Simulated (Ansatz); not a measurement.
Si₂H₅F: several calculations on one system

## 1. Relaxation

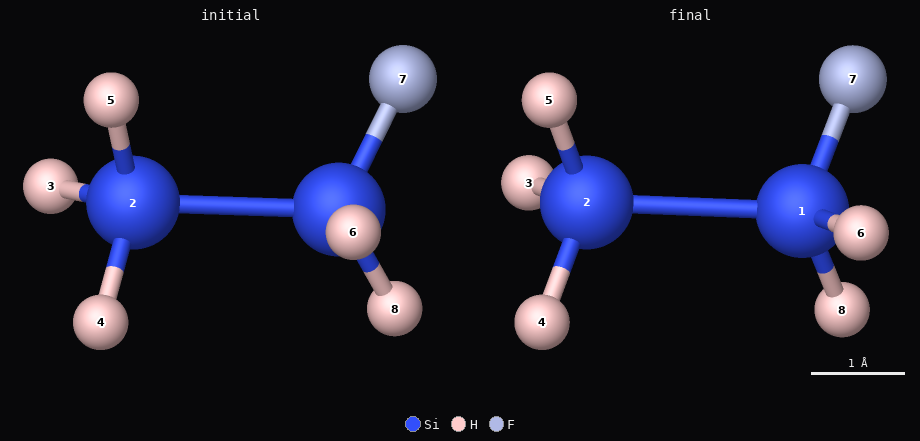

The structure of Si2H5F before (left) and after (right) a relaxation, at one scale.

The picture is a ball-and-stick view, seen face on.

The run prepares an end point of a later path (reaction) calculation, from a guessed geometry.

Computed with Ansatz 0.2.0, RKS PBE0/def2-SVP. Set-up: no spin polarisation; force threshold 0.03 eV/Å; at most 50 steps.

### What changed between the two?

The largest move after the best rigid fit is that of H6, 0.52 Å. Largest moves by element: H 0.52 Å, Si 0.12 Å, F 0.12 Å. Near-neighbour distances that change, for instance: Si1–Si2 2.242 → 2.344 Å, Si1–H6 1.466 → 1.493 Å, Si1–H8 1.487 → 1.493 Å. Bond angles that change, for instance: Si2–Si1–H6 90.4° → 111.2°, Si1–Si2–H3 120.8° → 110.7°, Si2–Si1–H8 119.3° → 111.5°. After 4 geometry steps the energy has fallen by 5.50 kcal/mol. Largest force component: 1.4 eV/Å at the start, 0.025 eV/Å at the end. The run took 12 s on 1 thread of Arm Neoverse V2, on a shared host, peak memory 0.14 GiB.

## 2. Relaxation

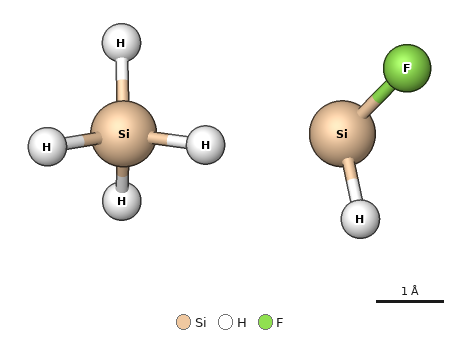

Si$_{2}$H$_{5}$F, before the relaxation. The picture is a ball-and-stick view, seen face on.

The run prepares an end point of a later path (reaction) calculation, from a guessed geometry.

Level of theory: RKS PBE0/def2-SVP in Ansatz.

Input
```yaml
crystal:
  periodic: [false, false, false]
  atoms:
    - { symbol: Si, position_ang: [-0.973707, 0.423483, -0.061405] }
    - { symbol: Si, position_ang: [1.560364, -0.123982, 2.169298] }
    - { symbol: H, position_ang: [0.46412, -0.866974, 2.850123] }
    - { symbol: H, position_ang: [2.888943, -0.64221, 2.602403] }
    - { symbol: H, position_ang: [1.46674, 1.333162, 2.460521] }
    - { symbol: H, position_ang: [1.45273, -0.332816, 0.711506] }
    - { symbol: F, position_ang: [-0.593636, 1.293243, -1.394883] }
    - { symbol: H, position_ang: [-0.804554, -0.977906, -0.686962] }
basis:
  gaussian: { orbitals: def2-SVP }
hamiltonian:
  xc: pbe0
relax:
  f_tol: 0.03
  max_steps: 50
```

Command:
```bash
ansatz run input.yaml --threads 1 --pin off --max-ram 2048MiB --backend cpu --events-out ev --progress --plain --runs-dir out
```

> Predict the outcome.

F7 moves most after the best rigid fit: 0.50 Å. By element the largest moves are F 0.50 Å, H 0.40 Å, Si 0.31 Å. Near-neighbour distances that change, for instance: Si1–H6 2.656 → 1.995 Å, Si1–Si2 3.420 → 2.917 Å, Si2–H6 1.477 → 1.527 Å, Si1–F7 1.637 → 1.644 Å. Among the angles between lasting bonds that change: H4–Si2–H6 107.6° → 103.5°, H3–Si2–H5 110.6° → 112.9°, H5–Si2–H6 109.1° → 111.1°. Over 7 geometry steps the energy falls by 0.094 eV. Largest force component: 0.54 eV/Å at the start, 0.02 eV/Å at the end.

Final geometry:

```xyz
8

Si   -0.7683    0.3196    0.1392
Si    1.3921   -0.0543    2.0636
H     0.4001   -0.8489    2.8369
H     2.7657   -0.6252    2.2211
H     1.3825    1.3877    2.4208
H     1.0906   -0.2552    0.5798
F    -0.2017    1.2466   -1.0943
H    -0.5998   -1.0643   -0.5164
```

After the run, drawn alike:

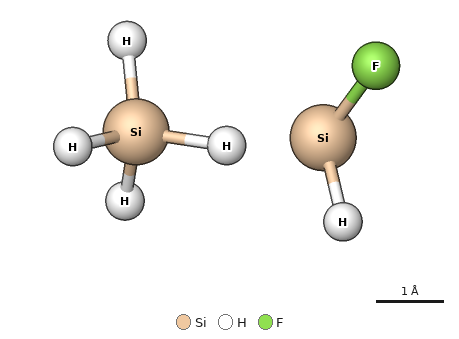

Limits of the set-up: the start holds two separate molecules, 2.7 Å apart at their closest, whose relative position is a soft coordinate and is computed without a dispersion correction.

## 3. Path

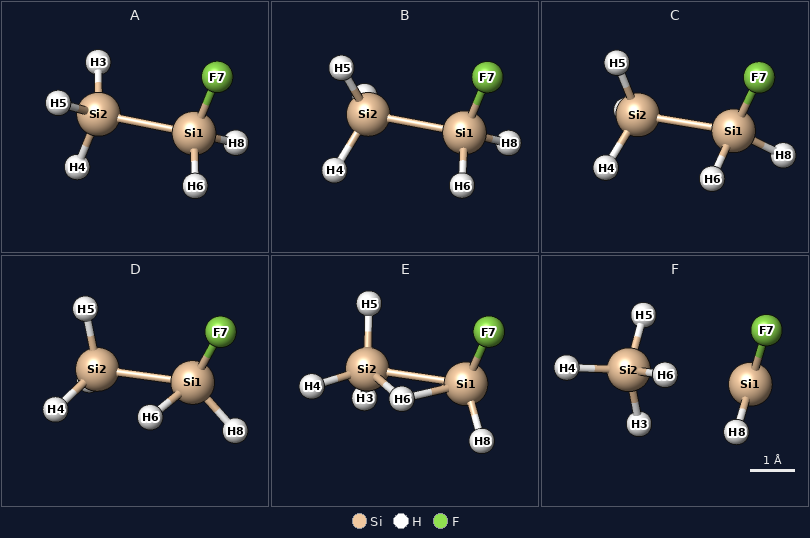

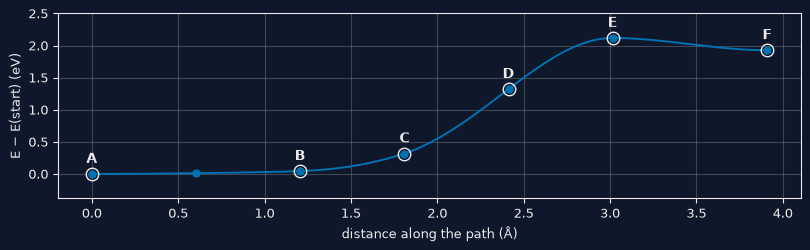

NEB run on Si2H5F. Images are numbered from 0 (start) to 6 (end). Frames A to F are images 0, 2, 3, 4, 5, 6. The picture is a ball-and-stick view, seen at a tilt.

All numbers below come from RKS PBE0/def2-SVP in Ansatz. Set-up: 5 movable images; climbing image; force threshold 0.03 eV/Å; iteration limit 60; starting path through a guess of the saddle point.

### What happens along the path, and what is the barrier?

A hydrogen atom shifts from one atom to another. Breaking: Si1–H6 (1.49 → 1.68 at the top → 2.00 Å). Forming: Si2–H6 (3.20 → 1.79 at the top → 1.53 Å). Forward barrier 2.12 eV, backward barrier 0.19 eV, with image 5 at the top; the reaction energy is +1.93 eV. The band converged in 13 iterations. The largest component of the band force went from 12 to 0.008 eV/Å. The climbing image converged on the top of the path. Its vibrational analysis gives 2 imaginary modes over 30i cm⁻¹, so it isn't confirmed as a transition state.

Cost: 2.4 min on 1 thread of Arm Neoverse V2, with other jobs on the host, peak memory 0.14 GiB.
